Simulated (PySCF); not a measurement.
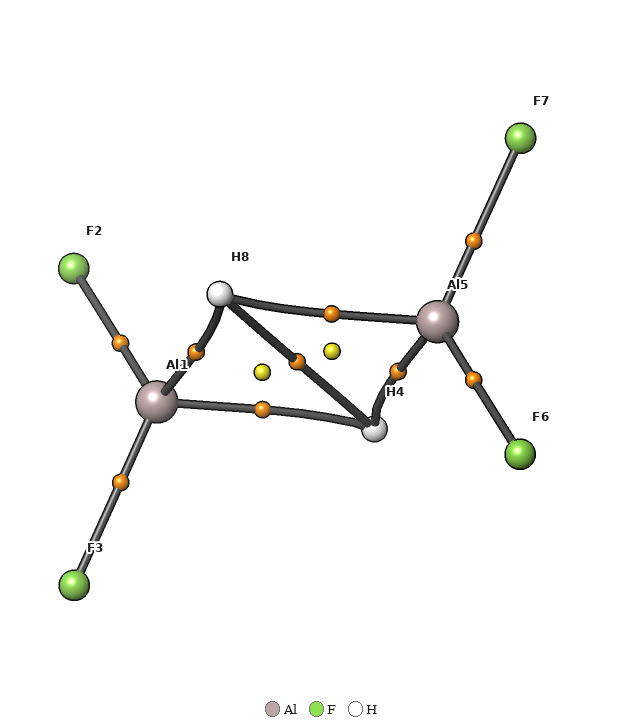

Figure 1: (F2Al-mu-H)2 (Al2F4H2). Molecular graph of the electron density (QTAIM): bond paths, bond critical points (orange), ring points (yellow, if any); weak paths are dashed.

Computed with PySCF, BLYP/def2-SVP, geometry: GFN2-xTB. No frequency check shows the geometry to be a minimum.

Geometry (Å), atoms numbered from 1:

```
Al1      1.2690   -0.0012   -0.0102
F2       2.0299    1.4436    0.0010
F3       2.0299   -1.4419    0.0084
H4      -0.0024    0.0010    1.2140
Al5     -1.2690   -0.0012    0.0102
F6      -2.0299   -1.4419   -0.0084
F7      -2.0299    1.4436   -0.0010
H8       0.0032    0.0007   -1.2140
```

Q: How many critical points of each kind are there, and does the count close?

A: 8 nuclei, 9 bond, 2 ring and 0 cage critical points: 8 − 9 + 2 − 0 = 1, as the Poincaré–Hopf relation requires.

Q: Tabulate density, Laplacian, ellipticity and energy density at the bond critical points (atomic units).

A:
```
            bond  length (Å)  ρ (a.u.)  ∇²ρ (a.u.)     ε  H (a.u.)
Al1–F3 (4 alike)       1.629     0.105       +1.11  0.02    +0.022
Al1–H8 (2 alike)       1.747     0.055       +0.19  0.27    −0.012
          Al1–H4       1.765     0.053       +0.19  0.30    −0.011
          Al5–H8       1.766     0.052       +0.19  0.30    −0.011
           H4–H8       2.428     0.043       +0.01  1.71    −0.013
```

Q: What kind of interaction is Al1–H8?

A: Polar or intermediate (positive Laplacian, negative energy density H): ρ = 0.055, ∇²ρ = +0.19, H = −0.012 a.u.

The PySCF run took 11 s on 1 thread of Arm Neoverse V2, on a shared host, peak memory 0.41 GiB.
